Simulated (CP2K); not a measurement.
# C2F2 (SMILES FC#CF) at PBE/DZVP-MOLOPT-SR-GTH (core potential)

Aim: the vertical singlet–triplet gap of C2F2 at PBE/DZVP-MOLOPT-SR-GTH (core potential), from 2 runs. 

The results are computed with CP2K 2026.2.

3 further runs of the same task are left out: 3 set aside as unsound or not needed.

## Step 1: Starting point

C2F2: 4 atoms, total charge 0, spin state singlet. SMILES: `FC#CF`. Geometry: relaxed at PBE0-D4/def2-TZVP.

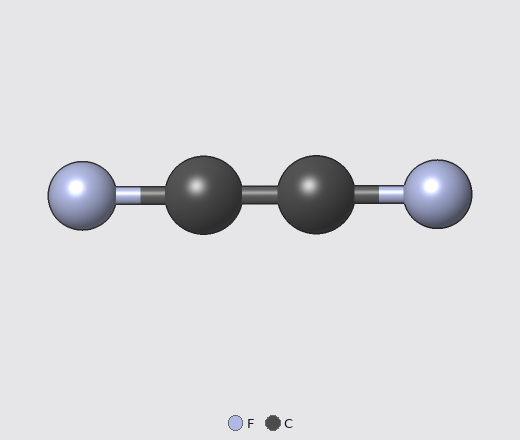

The structure, seen from a chosen angle (fluorine light blue, carbon dark grey).

## Step 2: A single-point energy at PBE/DZVP-MOLOPT-SR-GTH (core potential)

run.inp

```
&GLOBAL
 PROJECT_NAME run
 RUN_TYPE ENERGY
 PRINT_LEVEL MEDIUM
&END GLOBAL

&FORCE_EVAL
 METHOD QS
 &DFT
  BASIS_SET_FILE_NAME BASIS_MOLOPT
  POTENTIAL_FILE_NAME GTH_POTENTIALS
  CHARGE 0
  MULTIPLICITY 1
  &QS
   METHOD GPW
   EPS_DEFAULT 1.0E-10
  &END QS
  ! plane-wave cutoff in Ry
  &MGRID
   CUTOFF 400
   REL_CUTOFF 50
   NGRIDS 4
  &END MGRID
  &POISSON
   PERIODIC NONE
   POISSON_SOLVER MULTIPOLE
  &END POISSON
  ! SCF settings
  &SCF
   SCF_GUESS ATOMIC
   EPS_SCF 1.0E-06
   MAX_SCF 100
   ADDED_MOS 10
   &DIAGONALIZATION
    ALGORITHM STANDARD
   &END DIAGONALIZATION
   &MIXING
    METHOD BROYDEN_MIXING
    ALPHA 0.3
    NBUFFER 4
   &END MIXING
  &END SCF
  ! functional
  &XC
   &XC_FUNCTIONAL PBE
   &END XC_FUNCTIONAL
  &END XC
  ! extra output
  &PRINT
   &MOMENTS
    PERIODIC F
    REFERENCE COM
    MAX_MOMENT 1
   &END MOMENTS
   &MO ON
    ENERGIES T
    OCCUPATION_NUMBERS T
    NDIGITS 6
    &EACH
     QS_SCF 0
    &END EACH
    ADD_LAST NUMERIC
   &END MO
   &HIRSHFELD OFF
   &END HIRSHFELD
  &END PRINT
 &END DFT
 ! structure
 &SUBSYS
  &CELL
   ABC [angstrom] 7.3 7.3 10.7
   PERIODIC NONE
  &END CELL
  &COORD
   SCALED T
   F    0.47941781   0.51960274   0.67363551
   C    0.49348630   0.50620548   0.55498131
   C    0.50651370   0.49379452   0.44501869
   F    0.52058219   0.48039726   0.32636449
  &END COORD
  &KIND F
   BASIS_SET DZVP-MOLOPT-SR-GTH-q7
   POTENTIAL GTH-PBE-q7
  &END KIND
  &KIND C
   BASIS_SET DZVP-MOLOPT-SR-GTH-q4
   POTENTIAL GTH-PBE-q4
  &END KIND
 &END SUBSYS
&END FORCE_EVAL
```

Run with:

```bash
OMP_NUM_THREADS=1 cp2k.psmp -i run.inp -o run.out
```

The program printed:

```text
CP2K| version string:                                       CP2K version 2026.2
[...]
 GLOBAL| Method name                                                        CP2K
[...]
 GLOBAL| Run type                                                         ENERGY
[...]
 DFT| Spin restricted Kohn-Sham (RKS) calculation                            RKS
 DFT| Multiplicity                                                             1
[...]
 DFT| Charge                                                                   0
[...]
 FUNCTIONAL| PBE:
 QS| Method:                                                                 GPW
[...]
 QS| Density cutoff [a.u.]:                                                200.0
[...]
 QS| Relative density cutoff [a.u.]:                                        25.0
[...]
                             - Atoms:                                          4
[...]
                             - Spherical basis functions:                     52
[...]
 Number of electrons:                                                         22
[...]
     1 NoMix/Diag. 0.30E+00    0.7     1.02862295       -59.6489900480 -5.96E+01
[...]
    16 Broy./Diag. 0.30E+00    0.7     0.00000017       -59.7073238500 -1.03E-05
  *** SCF run converged in    16 steps ***
[...]
  Overlap energy of the core charge distribution:               0.00002117450998
  Self energy of the core charge distribution:               -155.29488129825612
  Core Hamiltonian energy:                                     44.62042415013624
  Hartree energy:                                              63.69768844480118
  Exchange-correlation energy:                                -12.73057632123962
  Total energy:                                               -59.70732385004833
[...]
                     Mulliken Population Analysis
 #  Atom  Element  Kind  Atomic population                           Net charge
       1     F        1          7.132038                             -0.132038
       2     C        2          3.867962                              0.132038
       3     C        2          3.867962                              0.132038
       4     F        1          7.132038                             -0.132038
 # Total charge                             22.000000                 -0.000000
[...]
  Dipole moment [Debye]
    X=  0.7235365E-12 Y=  0.1920589E-11 Z=  0.8054846E-11  Total=      0.0000000
 ENERGY| Total FORCE_EVAL ( QS ) energy [hartree]            -59.707323850048326
[...]
```

It took 14 s on 1 thread of Arm Neoverse V1, shared host; peak memory 0.72 GiB.

## Step 3: The triplet, same level

molecule.xyz

```xyz
4

F     -0.136400     0.128000     1.852800
C     -0.033700     0.030200     0.583200
C      0.061400    -0.060400    -0.593400
F      0.164100    -0.158200    -1.863000
```

gas.inp

```
&FORCE_EVAL
  METHOD Quickstep
  &DFT
    BASIS_SET_FILE_NAME BASIS_MOLOPT
    POTENTIAL_FILE_NAME GTH_POTENTIALS
    MULTIPLICITY 3
    UNRESTRICTED_KOHN_SHAM T
    &QS
      METHOD GPW
      EPS_DEFAULT 1.0E-10
    &END QS
    &MGRID
      CUTOFF 400
      REL_CUTOFF 50
      NGRIDS 4
    &END MGRID
    &POISSON
      PERIODIC NONE
      POISSON_SOLVER MULTIPOLE
    &END POISSON
    &SCF
      SCF_GUESS ATOMIC
      EPS_SCF 1.0E-06
      MAX_SCF 30
      &OT
        MINIMIZER CG
        PRECONDITIONER FULL_ALL
      &END OT
      &OUTER_SCF
        EPS_SCF 1.0E-06
        MAX_SCF 5
      &END OUTER_SCF
    &END SCF
    &XC
      &XC_FUNCTIONAL PBE
      &END XC_FUNCTIONAL
    &END XC
    &PRINT
      &MOMENTS
        PERIODIC F
        REFERENCE COM
        MAX_MOMENT 1
      &END MOMENTS
      &MO_CUBES
        NLUMO 5
        NHOMO -1
        WRITE_CUBE F
      &END MO_CUBES
      &HIRSHFELD OFF
      &END HIRSHFELD
    &END PRINT
  &END DFT
  &SUBSYS
    &CELL
      ABC 7.3 7.3 10.7
      PERIODIC NONE
    &END CELL
    &TOPOLOGY
      COORD_FILE_NAME molecule.xyz
      COORD_FILE_FORMAT XYZ
      &CENTER_COORDINATES
      &END CENTER_COORDINATES
    &END TOPOLOGY
    &KIND F
      BASIS_SET DZVP-MOLOPT-SR-GTH-q7
      POTENTIAL GTH-PBE-q7
    &END KIND
    &KIND C
      BASIS_SET DZVP-MOLOPT-SR-GTH-q4
      POTENTIAL GTH-PBE-q4
    &END KIND
  &END SUBSYS
&END FORCE_EVAL

&GLOBAL
  PROJECT gas
  RUN_TYPE ENERGY
  PRINT_LEVEL MEDIUM
&END GLOBAL
```

Run with:

```bash
OMP_NUM_THREADS=1 cp2k.psmp -i gas.inp > gas.out 2>&1
```

The program printed:

```text
CP2K| version string:                                       CP2K version 2026.2
[...]
 GLOBAL| Method name                                                        CP2K
[...]
 GLOBAL| Run type                                                         ENERGY
[...]
 DFT| Spin unrestricted (spin-polarized) Kohn-Sham calculation               UKS
 DFT| Multiplicity                                                             3
[...]
 DFT| Charge                                                                   0
[...]
 FUNCTIONAL| PBE:
 QS| Method:                                                                 GPW
[...]
 QS| Density cutoff [a.u.]:                                                200.0
[...]
 QS| Relative density cutoff [a.u.]:                                        25.0
[...]
                             - Atoms:                                          4
[...]
                             - Spherical basis functions:                     52
[...]
 Number of electrons:                                                         12
[...]
     1 OT CG       0.15E+00    1.1     0.11597955       -57.4950952949 -5.75E+01
[...]
    16 OT CG       0.21E+00    1.2     0.00000073       -59.4832716758 -2.20E-10
  *** SCF run converged in    16 steps ***
[...]
  Overlap energy of the core charge distribution:               0.00002117452518
  Self energy of the core charge distribution:               -155.29488129825612
  Core Hamiltonian energy:                                     44.90493045003630
  Hartree energy:                                              63.64935766831754
  Exchange-correlation energy:                                -12.74269967041817
  Total energy:                                               -59.48327167579525
[...]
                     Mulliken Population Analysis
 #  Atom  Element  Kind  Atomic population (alpha,beta) Net charge  Spin moment
       1     F        1         3.508044     3.452601     0.039355     0.055443
       2     C        2         2.491954     1.547400    -0.039354     0.944555
       3     C        2         2.491957     1.547399    -0.039357     0.944558
       4     F        1         3.508044     3.452600     0.039356     0.055444
 # Total charge and spin       12.000000    10.000000     0.000000     2.000000
[...]
  Dipole moment [Debye]
    X=  0.1456450E-04 Y= -0.2366916E-04 Z=  0.4825848E-05  Total=      0.0000282
[...]
 WARNING : did not converge in ot_eigensolver
 number of iterations          299  exceeded maximum
 current gradient / target gradient   1.0556979842190397E-004  /    1.0000000000000001E-005
[...]
 HOMO - LUMO gap [eV] :    0.566088
 ENERGY| Total FORCE_EVAL ( QS ) energy [hartree]            -59.483271675795251
[...]
```

Wall time 87 s (1 thread of Arm Neoverse V1, shared host); peak memory 0.64 GiB.

## Step 4: What came out

At PBE/DZVP-MOLOPT-SR-GTH (core potential):

```
                                        quantity         value
                           singlet: total energy  -59.70732 Eh
                          singlet: dipole moment        0.00 D
                            singlet: HOMO energy      -6.65 eV
                            singlet: LUMO energy       0.08 eV
                          singlet: HOMO–LUMO gap       6.73 eV
                           triplet: total energy  -59.48327 Eh
                          triplet: dipole moment        0.00 D
     triplet: HOMO energy (highest over α and β)      -0.80 eV
                                   triplet: ⟨S²⟩         2.003
vertical energy of the triplet above the singlet      6.097 eV
```

In words: At this shape the triplet lies 6.10 eV (588 kJ/mol) above the singlet.
